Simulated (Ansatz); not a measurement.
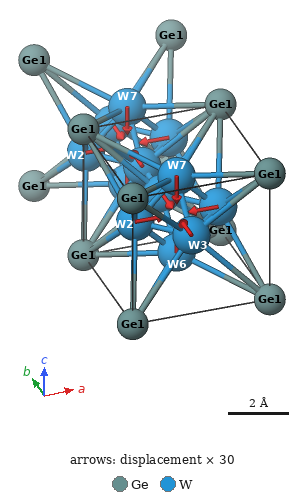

This is a relaxation of solid GeW6 (a generated structure, set up in Pm-3m) (coarse preliminary run). The starting structure is drawn; red arrows show the displacements (the part carried along by the change of the cell is left out), 30 times their true length.

Style: ball-and-stick. Shown: the cell of the calculation, repeated 1 × 2 × 1 with one cell outlined, from a free direction.

Computed with DFT PBE, scalar-relativistic, plane waves, PAW (Ansatz 0.2.0). Set-up: plane-wave cutoff 420 eV; k-point mesh 4 × 4 × 4; occupations gaussian; smearing width 0.1 eV; no spin polarisation; cell and atoms relaxed; force threshold 0.04 eV/Å; at most 70 steps.

Which element moves most?

Answer. Tungsten: up to 0.037 Å, against 0.000 Å for germanium.

Describe the change and its energy.

Answer. The energy falls by 45.881 eV per cell of the calculation in 10 accepted moves (12 points after the start). The largest force component goes from 20 to 0.018 eV/Å. The pressure goes from 231.18 to −0.07 GPa. At 2 points the geometry stayed and the basis and grid were re-selected for the new cell (energy shift of 1.115 eV per cell of the calculation at most each time). The largest moves relative to the cell, 0.037 Å, are those of W atoms. Ge stays in place. The volume changes by +104.1 %, with a = b = c 4.857 → 6.161 Å (+26.9 %). Among the contacts that change: Ge–W 3.566 → 4.533 Å, W–W 2.938 → 3.654 Å, W–W 1.918 → 2.507 Å, W–W 2.078 → 2.584 Å. The space group stays Pm-3m (No. 221).
